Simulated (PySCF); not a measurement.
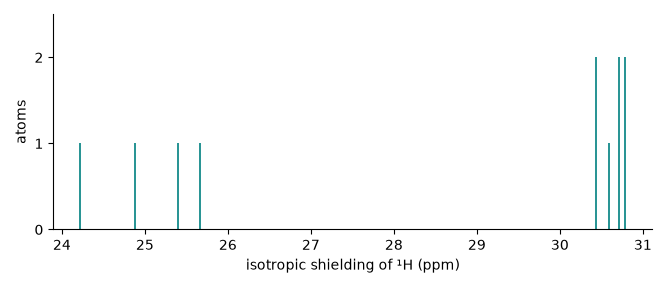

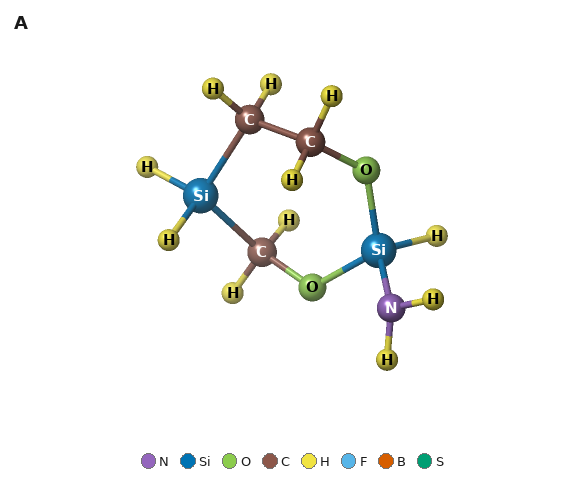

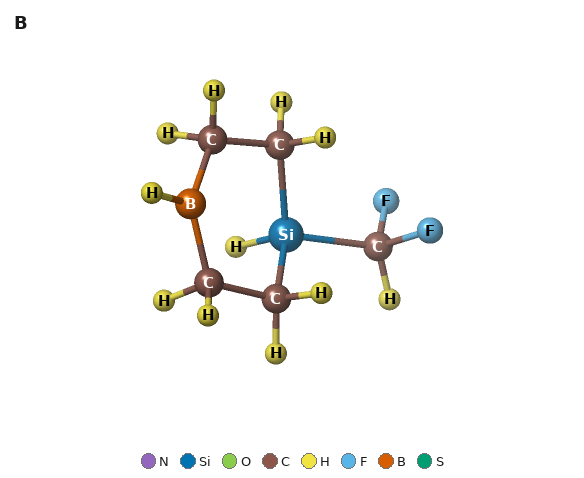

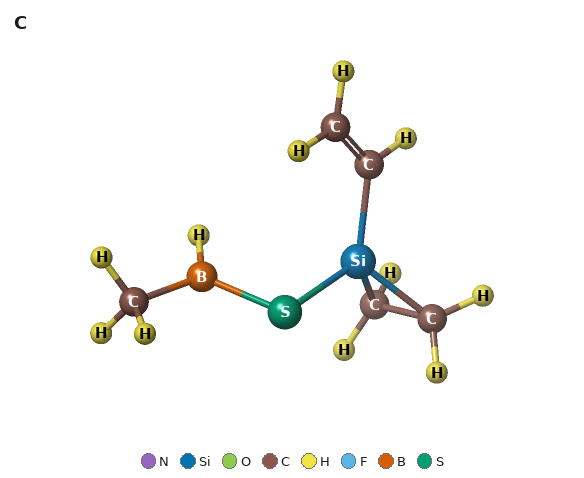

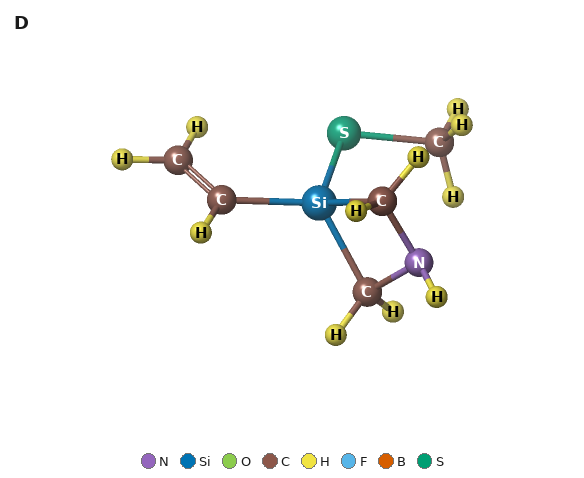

The sticks are computed shieldings of one of the molecules, for one fixed geometry (GFN2-xTB) without averaging over rotations. Low shielding means a high chemical shift. Method: GIAO PBE0/pcSseg-1 NMR shielding, non-relativistic, gas phase (PySCF 2.14.0).

Question: Match the spectrum to a structure.

Answer: C, `C=C[Si]1(SBC)CC1`. Its 11 H atoms give lines at 24.22, 24.88, 25.40, 25.66, 30.44 (2 atoms), 30.59, 30.71 (2 atoms), 30.79 (2 atoms) ppm.

The geometry is semi-empirical. Around B, Si such bond lengths and angles can be off by a tenth of an ångström or more and by several degrees, and values that hang on the shape move with them.
